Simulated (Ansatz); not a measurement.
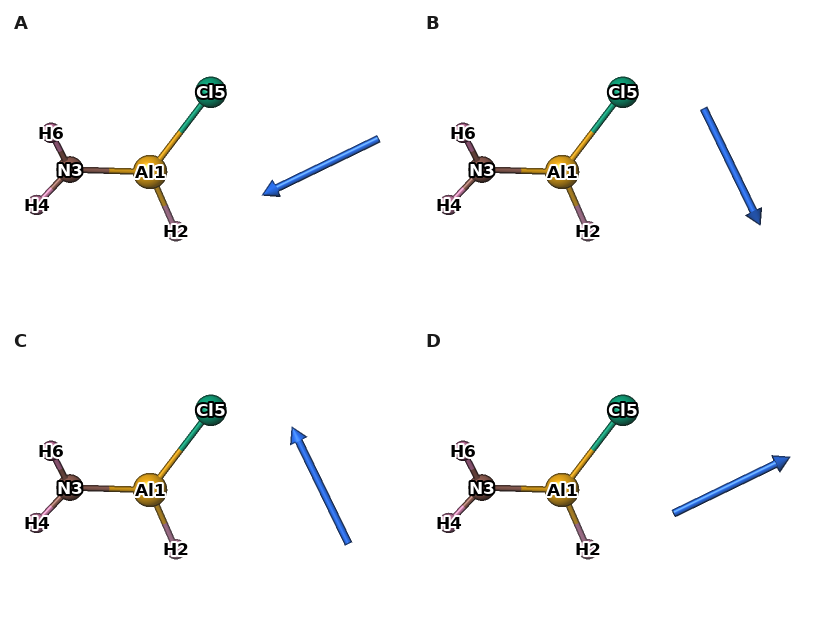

The same molecule four times, each with an arrow. The geometry was computed by an optimisation with PBE0-D4/def2-TZVP. Method: RKS PBE0-D4/def2-TZVP (Ansatz 0.2.0).

> Which arrow points along the dipole moment, from the negative to the positive end?

A. The dipole moment is 2.21 D; it points from the side of Cl5 to the side of H4 (the outermost atoms at the two ends).
